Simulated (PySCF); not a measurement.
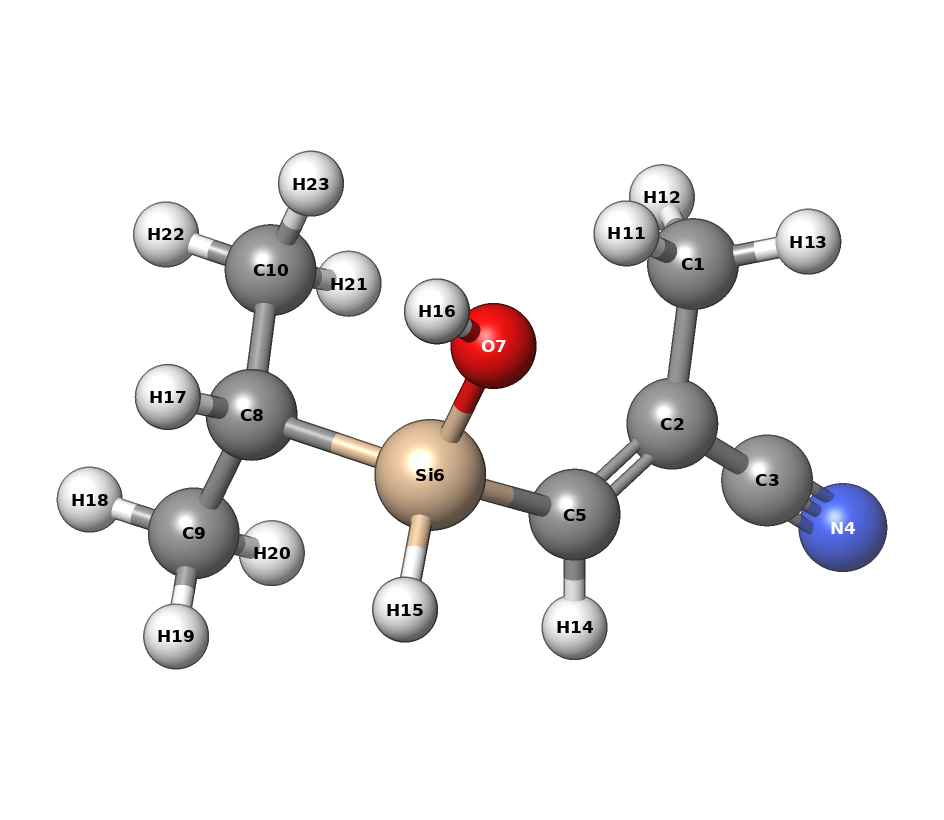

Computed geometry: GFN2-xTB optimisation. No frequency run is at hand to confirm it as a minimum. Electric field gradients from the ground-state density, PBE0/pcSseg-1 (PySCF 2.14.0), non-relativistic apart from any core potentials.

Give the largest field-gradient component, the quadrupole coupling constant and the asymmetry for 14N at N4 (Q = 20.44 mb), 17O at O7 (Q = −25.6 mb).

| atom | V_zz (a.u.) | e²qQ/h (MHz) | η |
| --- | --- | --- | --- |
| N4 | −0.968 | −4.65 | 0.03 |
| O7 | 1.534 | −9.23 | 0.49 |

The geometry is semi-empirical. Around Si such bond lengths and angles can be off by a tenth of an ångström or more and by several degrees, and values that hang on the shape move with them.
